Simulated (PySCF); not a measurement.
# Ba⁴⁶⁺, La⁴⁷⁺, Ce⁴⁸⁺: ionisation energies with spin-orbit coupling

Aim: the ionisation energy of these ions from differences of total energies, at each level of theory, and how far each lands from the tabulated value where there is one.

Program: PySCF 2.14.0. Level of theory: two-component X2C-1e, generalised determinants. These are calculated values, not measurements, unless marked.

### 1 What is computed

| Item | Value |
| --- | --- |
| Elements | barium (Z = 56), lanthanum (Z = 57), cerium (Z = 58) |
| Basis | one for each species, given in its step |
| Hamiltonian | two-component X2C-1e, Gaussian nucleus, no Breit or QED terms; spin-orbit coupling, run by run: off; screened by Boettger's factors |
| Core shells frozen in the correlated runs | none (for Ba⁴⁶⁺) |
| State 1 | Ba⁴⁶⁺: [Ne] |
| State 2 | La⁴⁷⁺: [Ne] |
| State 3 | Ce⁴⁸⁺: [Ne] |
| Needed too, but not shown | Ba⁴⁷⁺ [He] 2s2 2p5 (2P), La⁴⁸⁺ [He] 2s2 2p5 (2P), Ce⁴⁹⁺ [He] 2s2 2p5 (2P) |
| Methods | GHF, GMP2 |

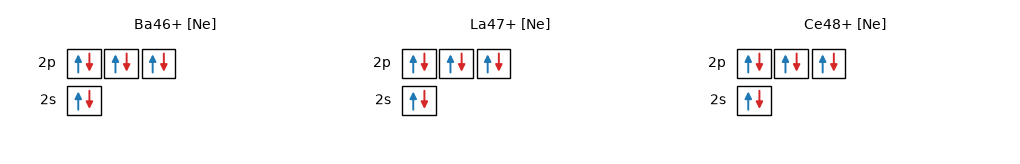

Outer shells as boxes.

A driver program built on PySCF's X2C-1e integrals ran all steps in one process from the settings above; there is no separate input file.

The integrals over 109 functions and the set-up took 0.92 s of CPU time.

### 2 Ba⁴⁶⁺

Basis: an even-tempered Gaussian basis (17 s from 25 bohr⁻², ratio 2.4; 13 p from 33 bohr⁻², ratio 2.4; 5 d from 120 bohr⁻², ratio 2.6; 4 f from 180 bohr⁻², ratio 2.6).

#### GHF (spin-free)

The log of the run:

```text
cycle= 1 E= -6016.9133166892  delta_E= -6.02e+03  |FDS-SDF|= 0.00568
cycle= 2 E= -6016.9133189000  delta_E= -2.21e-06  |FDS-SDF|= 0.000258
cycle= 3 E= -6016.9133189031  delta_E= -3.08e-09  |FDS-SDF|= 1.93e-06
```

It used 3.5 s of CPU time after the integrals (shared host).

Occupied spinors (without spin-orbit coupling the j labels only name the start):

```tsv
spinor shell	electrons	mean energy (eV)	weight of the nominal j	rms radius (bohr)
1s1/2	2	-40854.4	1.000	0.0292
2s1/2	2	-9055.9	1.000	0.116
2p3/2	4	-8458.6	0.843	0.103
2p1/2	2	-8458.6	0.686	0.103
```

M_J = 0, ⟨J²⟩ = 0.000, ⟨L²⟩ = 0.000, ⟨S²⟩ = 0.000.

#### GMP2 (spin-free)

No log was kept for this step.

CPU time 3.5 s on a shared host, the integrals not counted.

With 10 electrons correlated and 32 very high virtual spinors dropped, the MP2 correlation energy is -0.41041 hartree. Largest pairs: 2p1/2-2p3/2 -0.0994, 2p3/2-2p3/2 -0.0983, 2p3/2-2s1/2 -0.0482, 1s1/2-1s1/2 -0.0464, 1s1/2-2p3/2 -0.0303.

At this charge the one-electron X2C treatment keeps the bare 1/r₁₂, with no two-electron picture change or Breit term, which inflates the 1s pair energies well beyond their four-component values.

#### GHF (screened spin-orbit)

The log of the run:

```text
cycle= 1 E= -6019.4301409719  delta_E= -6.02e+03  |FDS-SDF|= 0.181
cycle= 2 E= -6019.4316960083  delta_E= -0.00156  |FDS-SDF|= 0.00485
cycle= 3 E= -6019.4316977981  delta_E= -1.79e-06  |FDS-SDF|= 3.54e-05
cycle= 4 E= -6019.4316977983  delta_E= -1.55e-10  |FDS-SDF|= 4.56e-07
```

It used 4.2 s of CPU time after the integrals (shared host).

Occupied spinors:

```tsv
spinor shell	electrons	mean energy (eV)	weight of the nominal j	rms radius (bohr)
1s1/2	2	-40851.0	1.000	0.0292
2s1/2	2	-9055.1	1.000	0.116
2p1/2	2	-8736.2	1.000	0.0998
2p3/2	4	-8335.9	1.000	0.105
```

M_J = 0, ⟨J²⟩ = 0.000, ⟨L²⟩ = 0.010, ⟨S²⟩ = 0.010.

#### GMP2 (screened spin-orbit)

The driver printed no log here.

It used 1.6 s of CPU time after the integrals (shared host).

With 10 electrons correlated and 32 very high virtual spinors dropped, the MP2 correlation energy is -0.41086 hartree. Largest pairs: 2p1/2-2p3/2 -0.1021, 2p3/2-2p3/2 -0.0962, 2p3/2-2s1/2 -0.0477, 1s1/2-1s1/2 -0.0464, 1s1/2-2p3/2 -0.0287.

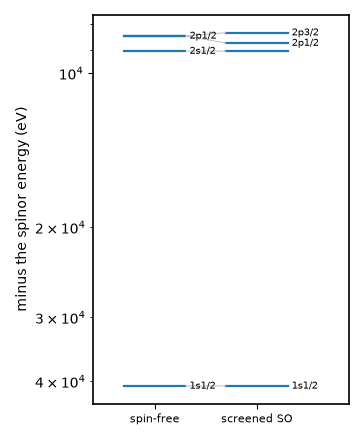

The highest 4 spinor levels of Ba⁴⁶⁺ on a logarithmic scale, without and with spin-orbit coupling.

### 3 La⁴⁷⁺, method by method

Basis: an uncontracted even-tempered set (17 s from 26 bohr⁻², ratio 2.4; 13 p from 34 bohr⁻², ratio 2.4; 5 d from 130 bohr⁻², ratio 2.6; 4 f from 190 bohr⁻², ratio 2.6).

#### GHF (spin-free)

The log of the run:

```text
cycle= 1 E= -6251.4430815829  delta_E= -6.25e+03  |FDS-SDF|= 0.0062
cycle= 2 E= -6251.4430841163  delta_E= -2.53e-06  |FDS-SDF|= 0.000277
cycle= 3 E= -6251.4430841197  delta_E= -3.41e-09  |FDS-SDF|= 2.04e-06
```

It used 3.5 s of CPU time after the integrals (shared host).

Occupied spinors (without spin-orbit coupling the j labels only name the start):

```tsv
spinor shell	electrons	mean energy (eV)	weight of the nominal j	rms radius (bohr)
1s1/2	2	-42461.4	1.000	0.0286
2s1/2	2	-9440.4	1.000	0.114
2p1/2	2	-8812.1	0.715	0.101
2p3/2	4	-8812.1	0.858	0.101
```

M_J = 0, ⟨J²⟩ = 0.000, ⟨L²⟩ = 0.000, ⟨S²⟩ = 0.000.

#### GMP2 (spin-free)

No log was kept for this step.

CPU time 3.4 s on a shared host, the integrals not counted.

With 10 electrons correlated and 32 very high virtual spinors dropped, the MP2 correlation energy is -0.41129 hartree. Largest pairs: 2p1/2-2p3/2 -0.0995, 2p3/2-2p3/2 -0.0982, 2p3/2-2s1/2 -0.0483, 1s1/2-1s1/2 -0.0468, 1s1/2-2p3/2 -0.0304.

#### GHF (screened spin-orbit)

The log of the run:

```text
cycle= 1 E= -6254.2595802793  delta_E= -6.25e+03  |FDS-SDF|= 0.192
cycle= 2 E= -6254.2612662501  delta_E= -0.00169  |FDS-SDF|= 0.00507
cycle= 3 E= -6254.2612681201  delta_E= -1.87e-06  |FDS-SDF|= 3.63e-05
cycle= 4 E= -6254.2612681203  delta_E= -1.53e-10  |FDS-SDF|= 4.81e-07
```

CPU time 4.2 s on a shared host, the integrals not counted.

Occupied spinors:

```tsv
spinor shell	electrons	mean energy (eV)	weight of the nominal j	rms radius (bohr)
1s1/2	2	-42457.7	1.000	0.0286
2s1/2	2	-9439.5	1.000	0.114
2p1/2	2	-9112.8	1.000	0.0976
2p3/2	4	-8679.8	1.000	0.103
```

M_J = 0, ⟨J²⟩ = 0.000, ⟨L²⟩ = 0.011, ⟨S²⟩ = 0.011.

#### GMP2 (screened spin-orbit)

The driver printed no log here.

It used 1.6 s of CPU time after the integrals (shared host).

With 10 electrons correlated and 32 very high virtual spinors dropped, the MP2 correlation energy is -0.41177 hartree. Largest pairs: 2p1/2-2p3/2 -0.1021, 2p3/2-2p3/2 -0.0960, 2p3/2-2s1/2 -0.0478, 1s1/2-1s1/2 -0.0468, 1s1/2-2p3/2 -0.0287.

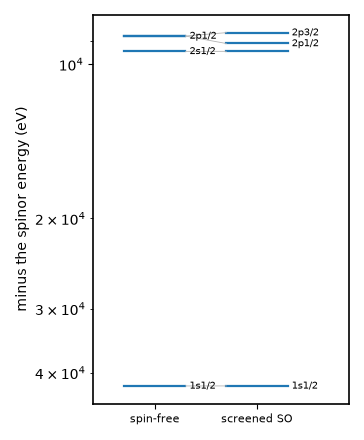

The highest 4 spinor levels of La⁴⁷⁺ on a logarithmic scale, without and with spin-orbit coupling.

### 4 Ce⁴⁸⁺: the ladder of methods

Basis: an even-tempered Gaussian basis (17 s from 27 bohr⁻², ratio 2.4; 13 p from 36 bohr⁻², ratio 2.4; 5 d from 130 bohr⁻², ratio 2.6; 4 f from 200 bohr⁻², ratio 2.6).

#### GHF (spin-free)

The log of the run:

```text
cycle= 1 E= -6491.0156158486  delta_E= -6.49e+03  |FDS-SDF|= 0.00676
cycle= 2 E= -6491.0156187450  delta_E= -2.9e-06  |FDS-SDF|= 0.000297
cycle= 3 E= -6491.0156187488  delta_E= -3.78e-09  |FDS-SDF|= 2.16e-06
```

CPU time 3.5 s on a shared host, the integrals not counted.

Occupied spinors (without spin-orbit coupling the j labels only name the start):

```tsv
spinor shell	electrons	mean energy (eV)	weight of the nominal j	rms radius (bohr)
1s1/2	2	-44104.0	1.000	0.0280
2s1/2	2	-9834.2	1.000	0.111
2p1/2	2	-9173.3	0.661	0.0992
2p3/2	4	-9173.3	0.830	0.0992
```

M_J = 0, ⟨J²⟩ = 0.000, ⟨L²⟩ = 0.000, ⟨S²⟩ = 0.000.

#### GMP2 (spin-free)

The driver printed no log here.

CPU time 3.5 s on a shared host, the integrals not counted.

With 10 electrons correlated and 32 very high virtual spinors dropped, the MP2 correlation energy is -0.41340 hartree. Largest pairs: 2p1/2-2p3/2 -0.0998, 2p3/2-2p3/2 -0.0987, 2p3/2-2s1/2 -0.0485, 1s1/2-1s1/2 -0.0473, 1s1/2-2p3/2 -0.0306.

#### GHF (screened spin-orbit)

The log of the run:

```text
cycle= 1 E= -6494.1617142948  delta_E= -6.49e+03  |FDS-SDF|= 0.204
cycle= 2 E= -6494.1635403642  delta_E= -0.00183  |FDS-SDF|= 0.00528
cycle= 3 E= -6494.1635423176  delta_E= -1.95e-06  |FDS-SDF|= 3.71e-05
cycle= 4 E= -6494.1635423177  delta_E= -1.54e-10  |FDS-SDF|= 5.05e-07
```

It used 4.2 s of CPU time after the integrals (shared host).

Occupied spinors:

```tsv
spinor shell	electrons	mean energy (eV)	weight of the nominal j	rms radius (bohr)
1s1/2	2	-44099.9	1.000	0.0280
2s1/2	2	-9833.2	1.000	0.111
2p1/2	2	-9498.7	1.000	0.0955
2p3/2	4	-9030.8	1.000	0.101
```

M_J = 0, ⟨J²⟩ = 0.000, ⟨L²⟩ = 0.012, ⟨S²⟩ = 0.012.

#### GMP2 (screened spin-orbit)

No log was kept for this step.

CPU time 1.6 s on a shared host, the integrals not counted.

With 10 electrons correlated and 32 very high virtual spinors dropped, the MP2 correlation energy is -0.41393 hartree. Largest pairs: 2p1/2-2p3/2 -0.1025, 2p3/2-2p3/2 -0.0964, 2p3/2-2s1/2 -0.0479, 1s1/2-1s1/2 -0.0473, 1s1/2-2p3/2 -0.0288.

### 5 Differences of total energies

Ionisation energy: Ba⁴⁶⁺ [Ne] → Ba⁴⁷⁺ [He] 2s2 2p5 [2p1/2^2 2p3/2^3, M_J = 3/2].

```tsv
method	value (eV)	less the reference (eV)
GHF (spin-free)	8455.2	+129.2
GMP2 (spin-free)	8456.8	+130.8
GHF (screened spin-orbit)	8332.7	+6.7
GMP2 (screened spin-orbit)	8334.2	+8.2
```

Reference: 8326 ± 4 eV (theoretical estimate listed by NIST; NIST Atomic Spectra Database, ionization energies). For this ion Breit and QED terms and the two-electron picture change, all absent here, are large against electron correlation. The spin-free rows have the spin-orbit operator switched off.

Ionisation energy: La⁴⁷⁺ [Ne] → La⁴⁸⁺ [He] 2s2 2p5 [2p1/2^2 2p3/2^3, M_J = 3/2].

```tsv
method	value (eV)	less the reference (eV)
GHF (spin-free)	8808.8	+139.8
GMP2 (spin-free)	8810.3	+141.3
GHF (screened spin-orbit)	8676.6	+7.6
GMP2 (screened spin-orbit)	8678.1	+9.1
```

Reference: 8669 ± 4 eV (theoretical estimate listed by NIST; NIST Atomic Spectra Database, ionization energies). For this ion Breit and QED terms and the two-electron picture change, all absent here, are large against electron correlation. The spin-free rows have the spin-orbit operator switched off.

Ionisation energy: Ce⁴⁸⁺ [Ne] → Ce⁴⁹⁺ [He] 2s2 2p5 [2p1/2^2 2p3/2^3, M_J = 3/2].

```tsv
method	value (eV)	less the reference (eV)
GHF (spin-free)	9169.9	+149.9
GMP2 (spin-free)	9171.5	+151.5
GHF (screened spin-orbit)	9027.6	+7.6
GMP2 (screened spin-orbit)	9029.2	+9.2
```

Reference: 9020 ± 4 eV (theoretical estimate listed by NIST; NIST Atomic Spectra Database, ionization energies). For this ion Breit and QED terms and the two-electron picture change, all absent here, are large against electron correlation. The spin-free rows have the spin-orbit operator switched off.

The differences also use runs on Ba⁴⁷⁺ [He] 2s2 2p5 (2P), La⁴⁸⁺ [He] 2s2 2p5 (2P), Ce⁴⁹⁺ [He] 2s2 2p5 (2P), which are not shown here.

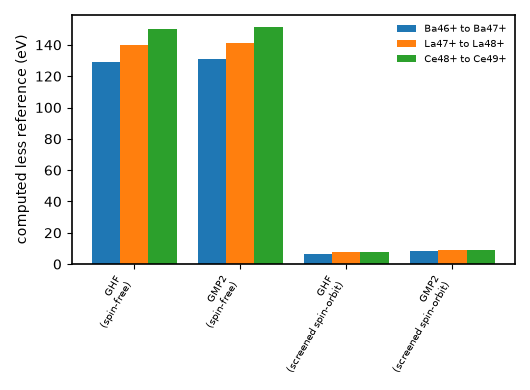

Computed less reference values by method, where the reference is not like for like or is itself uncertain.

### 6 Summary of results

| quantity | value |
| --- | --- |
| ionisation energy, Ba⁴⁶⁺ | GHF (spin-free) 8455.2, GMP2 (screened spin-orbit) 8334.2 eV; reference 8326 ± 4 |
| ionisation energy, La⁴⁷⁺ | GHF (spin-free) 8808.8, GMP2 (screened spin-orbit) 8678.1 eV; reference 8669 ± 4 |
| ionisation energy, Ce⁴⁸⁺ | GHF (spin-free) 9169.9, GMP2 (screened spin-orbit) 9029.2 eV; reference 9020 ± 4 |

**Reading.** For the first difference the methods span 124.06 eV, from GHF (screened spin-orbit) (8332.7) to GMP2 (spin-free) (8456.8). The reference is uncertain or not like for like (spin-orbit coupling or other relativistic terms), so no ranking of close methods is drawn. Spin-orbit coupling moves the first difference by -122.541 eV at GMP2. All values hold for this basis alone; no basis-set limit was taken.
